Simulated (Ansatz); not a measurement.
Be₂C₃

Input file:

```
crystal:
  lattice:
    - [1.3401227071, 0.7737202057, 7.8287805291]
    - [-1.3401227071, 0.7737202057, 7.8287805291]
    - [0.0, -1.5474404114, 7.8287805291]
  atoms:
    - { symbol: Be, position: [0.3589917266, 0.3589917266, 0.3589917266] }
    - { symbol: Be, position: [0.6410082734, 0.6410082734, 0.6410082734] }
    - { symbol: C, position: [0.0, 0.0, 0.0] }
    - { symbol: C, position: [0.1666543556, 0.1666543556, 0.1666543556] }
    - { symbol: C, position: [0.8333456444, 0.8333456444, 0.8333456444] }
basis:
  ecutwfc: 420
kpoints:
  mp_grid: { grid: [18, 18, 18] }
hamiltonian:
  xc: pbe
scf:
  occupations: { method: gaussian, width: 0.1 }
output:
  forces: true
  stress: true
  eigenvalues: true
  write_density: true
  write_potential: true
  elf: true
  volumetric_format: npy
relax:
  adjacent_minimum: "off"
  f_tol: 0.01
  max_steps: 80
  cell: { stress_tol: 0.05 }
```

Launched as:

```sh
ansatz run input.yaml --threads 1 --pin off --max-ram 2560MiB --backend cpu --events-out ev --progress --plain --runs-dir out
```

Below, planes, directions and counts refer to the conventional cell (a = 2.67 Å, b = 2.67 Å, c = 23.66 Å, α = 90.00°, β = 90.00°, γ = 120.00°).

The fields are those of the relaxed geometry.

Space group R-3m; started from the tetradymite_166 prototype, which need not be the ambient phase.

Computed with DFT PBE, scalar-relativistic, plane waves, PAW in Ansatz 0.2.0.

What will maps of the valence pseudo-density and electron localisation function show?

Answer. Be–C (1.67 Å): ρ at the midpoint is about 0.89 e/Å³; the ELF peaks at about 0.85 in the valence shell of C, 0.8 Å from its nucleus, and is about 0.85 at the midpoint.

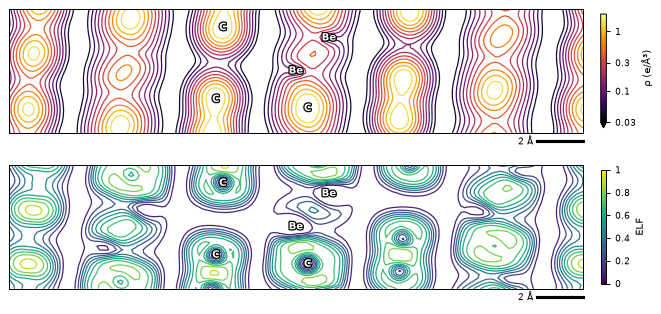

Computed valence pseudo-density and electron localisation function on the (111) plane of the conventional cell, in this order. Atoms just off the plane (Be, 0.4 Å away and C, 0.3 Å away) can leave unmarked features too.

In a PAW calculation such maps are meaningful between the atoms, not at the nuclei.
